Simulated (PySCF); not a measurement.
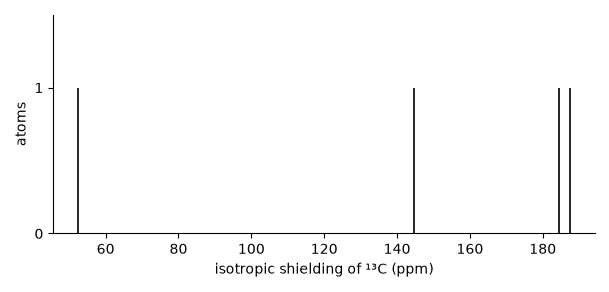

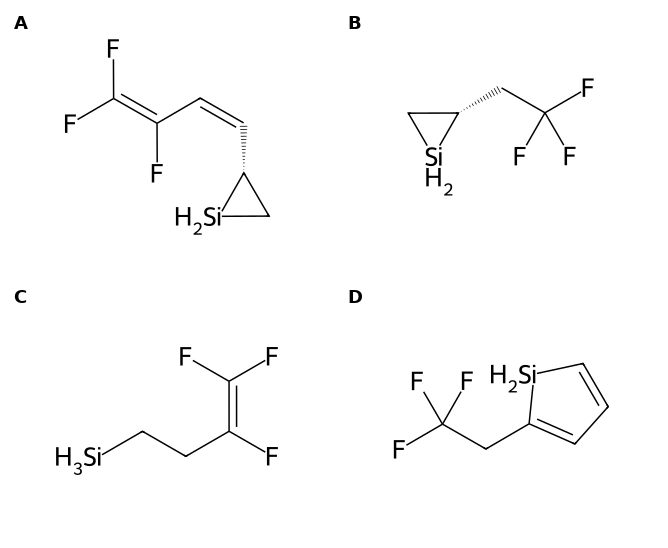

The sticks are computed shieldings of one of the molecules, for one fixed geometry (PBE0-D3(BJ)/def2-SVP) without averaging over rotations. Low shielding means a high chemical shift. Method: GIAO PBE0/pcSseg-1 NMR shielding, non-relativistic, IEF-PCM cyclohexane (PySCF 2.14.0).

Question: Which molecule gives this pattern?

Answer: B, `FC(F)(F)C[C@H]1C[SiH2]1`. Its 4 C atoms give lines at 52.4, 144.6, 184.5, 187.6 ppm.
